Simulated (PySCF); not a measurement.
# C3H5Br (2-Bromopropene): the cost of one run

Programs: PySCF 2.14.0, with routines of our own; each step states its level. All values are computed. Atoms count from 0.

## Step 1: The starting structure

9 atoms, charge 0, multiplicity 1; geometry from: GFN2-xTB.

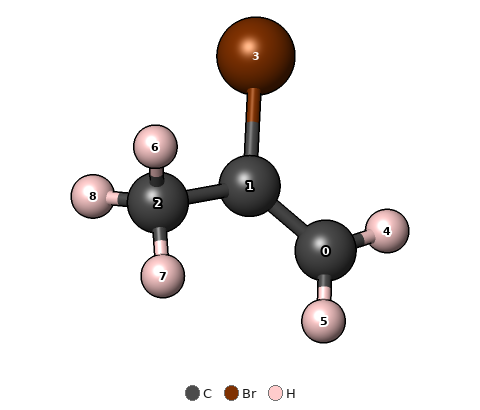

The starting geometry (carbon dark grey, bromine brown, hydrogen pink).

## Step 2: Geometry optimisation at PBE0-D3(BJ)/def2-SVP

The job: settings as JSON, then the geometry in Å.

```
{"job": {"xc": "PBE0", "basis": "def2-SVP", "d3": "d3bj", "grid": 1, "maxiter": 30, "shake": 0.01, "kind": "geom"}, "charge": 0, "multiplicity": 1}
C      1.290650    -0.533140     0.329920
C      0.308490     0.188100    -0.255400
C     -1.162680     0.129710     0.033920
Br     0.801150     1.448790    -1.640210
H      2.303310    -0.413410     0.043840
H      1.033270    -1.210180     1.101310
H     -1.496260     1.109500     0.354610
H     -1.320810    -0.583310     0.828700
H     -1.699320    -0.153210    -0.830410
```

On the command line:

```console
$ OMP_NUM_THREADS=1 python heavy_run.py task.json out
```

This one command runs all jobs of the session in turn.

Q: Estimate the wall time and peak memory of this first job on 1 thread of AMD EPYC, shared host.

About 50 s, with a peak of 0.42 GiB.
